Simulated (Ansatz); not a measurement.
# Σ11 (332) boundary in bcc W: structure and resistance, part 2 of 3

Aim: the relaxed structure and the specific resistance of the Σ11 (332) boundary in bcc W.

Ansatz 0.2.0; Ansatz plane-wave DFT, LDA, PAW files; relaxation of a bicrystal slab with its lowest layers held; PAW set soft_1 (the session's first sound run).

So far. Step 2 (Relaxing the bicrystal): The largest force component on a free atom ends at 0.028 eV/Å, under the tolerance of 0.03, after 11 steps.

## Step 3: Transmission across the boundary

This step: Ansatz plane-wave DFT, LDA, PAW files; ballistic transport by layer matching (Landauer), zero bias; boundary relaxed in a short slab, bulk layers laid on; PAW set soft_1 (Ansatz 0.2.0).

System of this step: Σ11 (332) boundary in bcc W. The cell holds 64 atoms: 64 W. Its edges and angles: a = 4.476 Å, b = 5.248 Å, c = 50.546 Å, α = 90.0°, β = 90.0°, γ = 90.0°. It derives from W. Regions: lower grain, 26 atoms (26 W); boundary, 17 atoms (17 W); upper grain, 21 atoms (21 W). Vacuum lies along c.

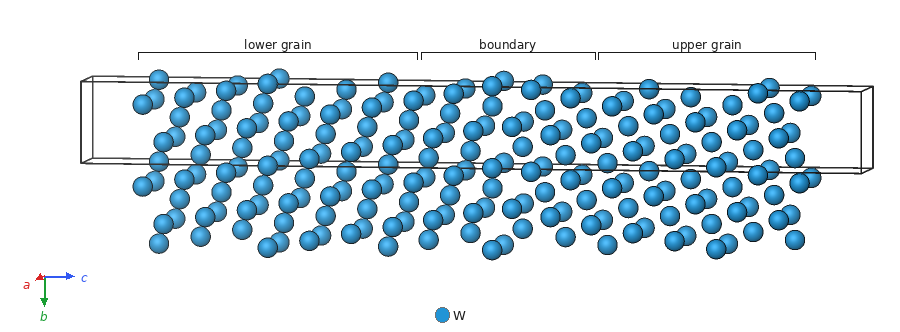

The cell of this step (tungsten blue). 1×2×1 cells are drawn. Some periodic images of atoms are drawn too.

input.yaml reads:

```yaml
crystal:
  lattice:
    - [4.4757030822, 0.0, 0.0]
    - [0.0, 5.2482270683, 0.0]
    - [0.0, 0.0, 50.5458481509]
  atoms:
    - { symbol: W, position: [-17.0, 9.2727272728, 0.0791360744] }
    - { symbol: W, position: [-16.5, 9.0, 0.0924850962] }
    - { symbol: W, position: [-16.0, 8.7272727273, 0.1058341179] }
    - { symbol: W, position: [-15.5, 8.4545454546, 0.1191831397] }
    - { symbol: W, position: [-15.0, 8.1818181818, 0.1325321615] }
    - { symbol: W, position: [-14.5, 7.9090909091, 0.1458811832] }
    - { symbol: W, position: [-14.0, 7.6363636364, 0.159230205] }
    - { symbol: W, position: [-13.5, 7.3636363637, 0.1725792268] }
    - { symbol: W, position: [-13.0, 7.0909090909, 0.1859282485] }
    - { symbol: W, position: [-12.5, 6.8181818182, 0.1992772703] }
    - { symbol: W, position: [-12.0, 6.5454545455, 0.2126262921] }
    - { symbol: W, position: [-11.5, 6.2727272727, 0.2259753138] }
    - { symbol: W, position: [-11.0, 6.0, 0.2393243356] }
    - { symbol: W, position: [-10.5, 5.7272727273, 0.2526733573] }
    - { symbol: W, position: [-10.0, 5.4545454545, 0.2660223791] }
    - { symbol: W, position: [-9.5, 5.1818181818, 0.2793714009] }
    - { symbol: W, position: [-9.0, 4.9090909091, 0.2927204226] }
    - { symbol: W, position: [-8.5, 4.6363636364, 0.3060694444] }
    - { symbol: W, position: [-8.0, 4.3636363636, 0.3194184662] }
    - { symbol: W, position: [-7.5, 4.0909090909, 0.3327674879] }
    - { symbol: W, position: [-7.0, 3.8181818182, 0.3461165097] }
    - { symbol: W, position: [-6.5, 3.5454545454, 0.3594655315] }
    - { symbol: W, position: [-6.0, 3.2727272727, 0.3728145532] }
    - { symbol: W, position: [-5.5, 3.0, 0.386163575] }
    - { symbol: W, position: [-5.0, 2.7272727273, 0.3995125968] }
    - { symbol: W, position: [-4.5, 2.4545454545, 0.4128616185] }
    - { symbol: W, position: [0.0, 0.1818181818, 0.4262106403] }
    - { symbol: W, position: [0.5, 0.9117476055, 0.4380459052] }
    - { symbol: W, position: [0.0, 0.6371932824, 0.4512585287] }
    - { symbol: W, position: [0.5, 0.3649576252, 0.4655275695] }
    - { symbol: W, position: [0.0, 0.091456476, 0.4776562148] }
    - { symbol: W, position: [0.5, 0.8216795809, 0.4917355962] }
    - { symbol: W, position: [0.0, 0.5430986033, 0.5027885033] }
    - { symbol: W, position: [0.5, 0.2717480735, 0.5199053201] }
    - { symbol: W, position: [0.0, -0.006877479, 0.5269261515] }
    - { symbol: W, position: [0.0, 0.4861904245, 0.5523703101] }
    - { symbol: W, position: [0.5, 0.7609488203, 0.558545936] }
    - { symbol: W, position: [0.0, 0.0317592866, 0.5767983486] }
    - { symbol: W, position: [0.5, 0.3121399387, 0.5871658596] }
    - { symbol: W, position: [0.0, 0.5809903551, 0.601699603] }
    - { symbol: W, position: [0.5, 0.8559833479, 0.6135153553] }
    - { symbol: W, position: [0.0, 0.1266817257, 0.6273891701] }
    - { symbol: W, position: [0.5, 0.4007076046, 0.6405344685] }
    - { symbol: W, position: [-5.0, 2.6734348773, 0.6538834903] }
    - { symbol: W, position: [-5.5, 2.94616215, 0.6672325121] }
    - { symbol: W, position: [-6.0, 3.2188894228, 0.6805815338] }
    - { symbol: W, position: [-6.5, 3.4916166955, 0.6939305556] }
    - { symbol: W, position: [-7.0, 3.7643439682, 0.7072795774] }
    - { symbol: W, position: [-7.5, 4.037071241, 0.7206285991] }
    - { symbol: W, position: [-8.0, 4.3097985137, 0.7339776209] }
    - { symbol: W, position: [-8.5, 4.5825257864, 0.7473266427] }
    - { symbol: W, position: [-9.0, 4.8552530591, 0.7606756644] }
    - { symbol: W, position: [-9.5, 5.1279803319, 0.7740246862] }
    - { symbol: W, position: [-10.0, 5.4007076046, 0.7873737079] }
    - { symbol: W, position: [-10.5, 5.6734348773, 0.8007227297] }
    - { symbol: W, position: [-11.0, 5.9461621501, 0.8140717515] }
    - { symbol: W, position: [-11.5, 6.2188894228, 0.8274207732] }
    - { symbol: W, position: [-12.0, 6.4916166955, 0.840769795] }
    - { symbol: W, position: [-12.5, 6.7643439682, 0.8541188168] }
    - { symbol: W, position: [-13.0, 7.037071241, 0.8674678385] }
    - { symbol: W, position: [-13.5, 7.3097985137, 0.8808168603] }
    - { symbol: W, position: [-14.0, 7.5825257864, 0.8941658821] }
    - { symbol: W, position: [-14.5, 7.8552530592, 0.9075149038] }
    - { symbol: W, position: [-15.0, 8.1279803319, 0.9208639256] }
kpoints:
  mp_grid: { grid: [6, 5, 1] }
hamiltonian:
  xc: lda
  pseudopotentials: { kind: paw, azcp: { folder: soft_1 }, xc_functional: pbe }
scf:
  occupations: { method: fermi_dirac, width: 0.1 }
output:
  transmission:
    leads: [[14, 15], [52, 53]]
    kmesh: [14, 12]
    e_range: [-0.1, 0.1]
    de: 0.05
  write_potential: true
  write_density: true
  volumetric_format: npy
  elf: true
```

Started as:

```console
$ ansatz run input.yaml --threads 4 --pin off --max-ram 15360MiB --backend cpu --events-out ev --progress --plain --runs-dir out
```

Numbers of over 12 decimals in the logs are rounded to 6 here.

The program printed:

```text
[...]
Crystal: 64 atoms, lattice volume = 1187.297 Å³
Basis set: ecut = 420 eV, 23315 PW (Γ)
Bands: 538, of which v1, the nominal top of the filled ones, is band 448 counted from 1 (447 counted from 0)
Symmetry: 2 space group operations
[...]
k-points: 12 of 30 (time reversal used)
[...]
SCF iter   1: F=—  HF=-648368.967799 eV  |F-HF|=—  |Δ(HF+E_count)|=         —  Δρ=6.10e-2  dr2=7.84e2  ethr=3.10e-3  ⟨swp⟩=6.3  Hψ=26240  notcnv=0
[...]
SCF iter  14: F=-648347.054216 eV  HF=-648347.054216 eV  |F-HF|=3.49e-10  |Δ(HF+E_count)|=  6.98e-10  Δρ=1.15e-7  dr2=2.98e-10  ethr=1.00e-12  ⟨swp⟩=1.0  Hψ=14111  notcnv=0
SCF 1 converged in 14 iterations: F = -648347.054216 eV  dr2 = 2.98e-10
[...]
transmission: 331 of 3304 steps passed
transmission: 661 of 3304 steps passed
[...]
transmission: 3304 of 3304 steps passed
SCF converged after 14 iterations
an eigenvalue changed by more than its tolerance at an iteration that met the thresholds in force, so the SCF went on 2 times: the last check was not made
the last check of whether an eigenvalue changes by more than its tolerance under the output density was not made (no_room)
Free energy (F): -648347.054216 eV
[...]
Internal energy: -648345.843936 eV  (E = F + TS)
E sigma→0 (E₀):  -648346.449076 eV
Entropy (-TS):   -1.210279 eV (-18.911 meV/atom)
Fermi energy:    18.205933 eV
[...]
--- Band table (eV; the first three rows and the last of 12) ---
  k-point 0: bands = [... 444 lower, 17.9602, 18.0952, 18.1751, 18.2788, 18.3651, 18.4011, 18.4845, 18.5938, ... 86 higher]
  k-point 1: bands = [... 444 lower, 17.9872, 18.0086, 18.0592, 18.1048, 18.2274, 18.2643, 18.3155, 18.3313, ... 86 higher]
  k-point 2: bands = [... 444 lower, 18.1284, 18.2124, 18.2642, 18.3383, 18.3553, 18.3903, 18.3988, 18.5120, ... 86 higher]
  k-point 11: bands = [... 444 lower, 18.0479, 18.1306, 18.2053, 18.2490, 18.2970, 18.3105, 18.3361, 18.4287, ... 86 higher]
--- Transmission ---
  basis      : 211 plane waves across, 59 finite elements along
  points     : 56, standing for a mesh of 14 x 12
  energies   : 5 from -0.100000 to 0.100000 eV about the Fermi level, 0.050000 eV apart; the leads are filled to 0.000000 eV, and channels, transmission and decay are at 0.000000 eV
  crystal 0  : W4, at the sites [14, 15], period 2.6990 Å, over 18.22 Å; its Hamiltonian steps by up to 14.6 meV
    offset         : up to 0.0000 Å between an atom of the period and one for which it stands
    channels       : 2.845238e0 a spin
    conductance    : none, the energies end too early or step too widely for 300 K: set another output.transmission.e_range or a lower de, or, where they end at an eighth of basis.ecutwfc, a higher one
[...]
channels       : 2.773810e0 a spin
[...]
junction   : crystal 0 to crystal 1, 13.11 to 37.44 Å
    transmission   : 1.216462e0 a spin
[...]
```

It took 27 min on 4 threads of Arm Neoverse V1, shared host; peak memory 11 GiB.

In the SCF lines HF is the Harris–Foulkes energy and dr2 the Hartree energy of the density residual, in eV; the loop may stop once dr2 is under the threshold and the program's other checks hold. Hψ counts applications of the Hamiltonian.

This step gave:

* free energy: -648347.0542 eV
* energy at zero smearing: -648346.4491 eV
* Fermi energy: 18.21 eV
* cell area: 23.49 Å²
* transmission per spin nearest the Fermi level: 1.216
* open channels per spin nearest the Fermi level: 2.845
* open channels per spin, upper lead: 2.774
* step of the lead's potential: 14.6 meV
* step of the upper lead's potential: 17.5 meV

Per spin. Transmission, zone mean against energy, zero at the Fermi level:

| energy (eV) | transmission, zone mean |
| --- | --- |
| -0.1000 | 1.21 |
| -0.0500 | 1.22 |
| 0.0000 | 1.22 |
| 0.0500 | 1.29 |
| 0.1000 | 1.32 |

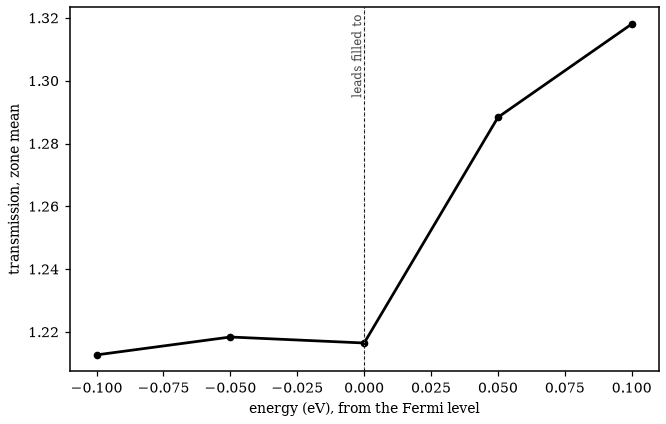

Transmission, zone mean, plotted against energy.

Per spin. The open channels, zone mean by energy, zero at the Fermi level:

| energy (eV) | lead | upper lead |
| --- | --- | --- |
| -0.1000 | 2.75 | 2.73 |
| -0.0500 | 2.79 | 2.76 |
| 0.0000 | 2.85 | 2.77 |
| 0.0500 | 3.02 | 3.02 |
| 0.1000 | 3.12 | 3.10 |

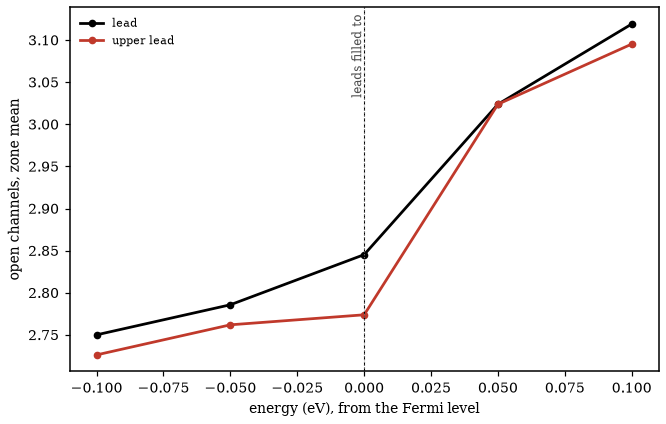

Open channels, zone mean, plotted against energy.

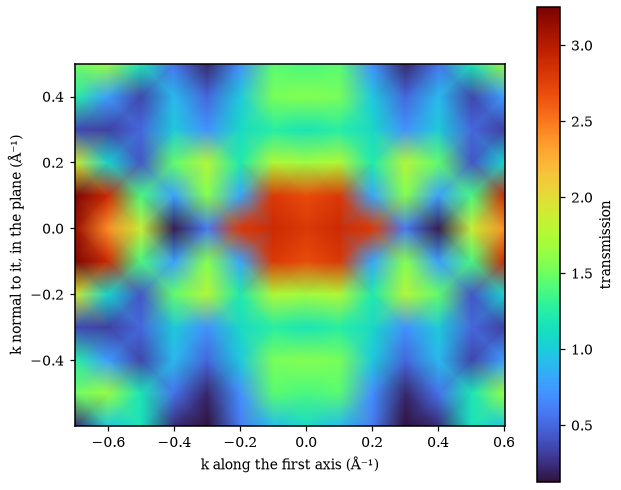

Transmission over k1 and k2. At 0.0000 eV from the Fermi level.

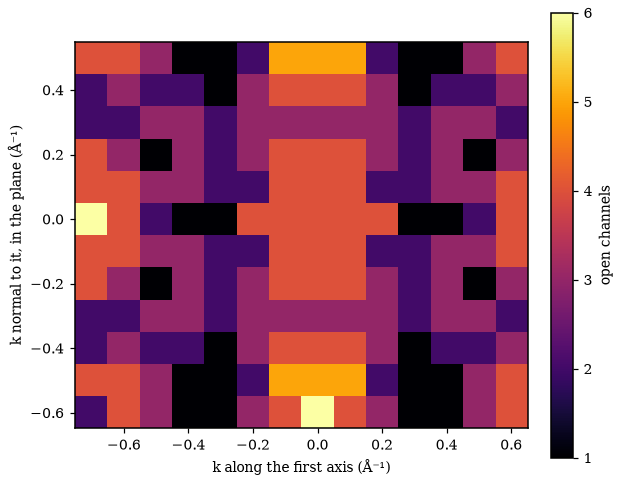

Open channels over k1 and k2. At 0.0000 eV from the Fermi level.

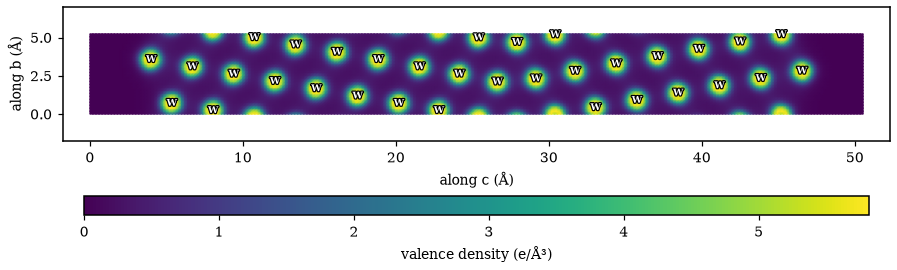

Valence density in the cb plane at fractional x = 0.000, with atoms of W within 0.2 Å of it. It is the smooth field of the valence electrons, not physical close to the nuclei. The map starts off the cell's origin, so that atoms lie inside it.

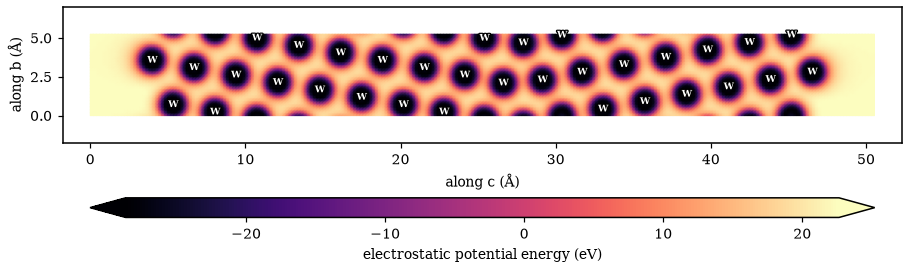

Electrostatic potential energy in the cb plane at fractional x = 0.000, with atoms of W within 0.2 Å of it. With pseudopotentials it is smooth inside the atoms' cores, unlike the true potential. The map starts off the cell's origin, so that atoms lie inside it.

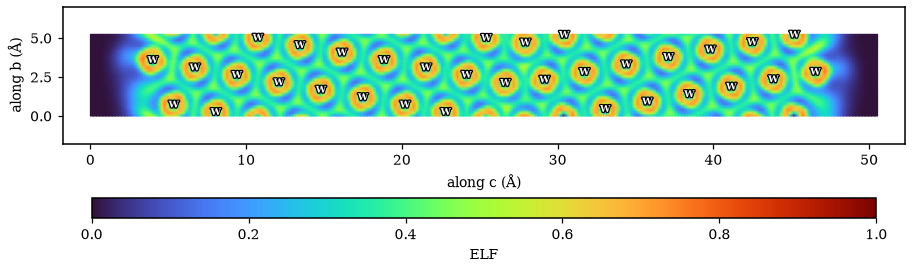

ELF in the cb plane at fractional x = 0.000, with atoms of W within 0.2 Å of it. It is the smooth field of the valence electrons, not physical close to the nuclei. The map starts off the cell's origin, so that atoms lie inside it.

Over the solved energies the transmission per spin lies between 1.21 and 1.32, out of 2.90 channels of the lead on average (up to 3.12).

## Step 4: Specific resistance

This step: Ansatz plane-wave DFT, LDA, PAW files; ballistic transport by layer matching (Landauer), zero bias; specific resistance of the boundary; PAW set soft_1 (Ansatz 0.2.0).

This step gave:

| Property | Result |
| --- | --- |
| area resistance | 1.375 fΩ m² |
| T over the leads' mean channel count | 0.4327 |

Averaged over the energies near the Fermi level, 43.3 % of the channels pass, which makes 1.37 fΩ m².

By hand, with T and the leads' channels N averaged over the energies near the Fermi level: RA = A (h/2e²)(1/T − ½[1/N₁ + 1/N₂]) = 23.49×10⁻²⁰ m² × 12 906 Ω × (1/1.251 − ½[1/2.905 + 1/2.876]) = 1.37 fΩ m².

(Continued in part 3 of 3.)

[Logs are printed without paths, hosts, clocks, repeated set-up lines and the standing remarks that a program may print on its own settings, such as how far it seeks lower states.]

[Hosts, paths, dates, database ids (printed as entryN), source tags and the programs' standing remarks are cut or masked in the printed files.]
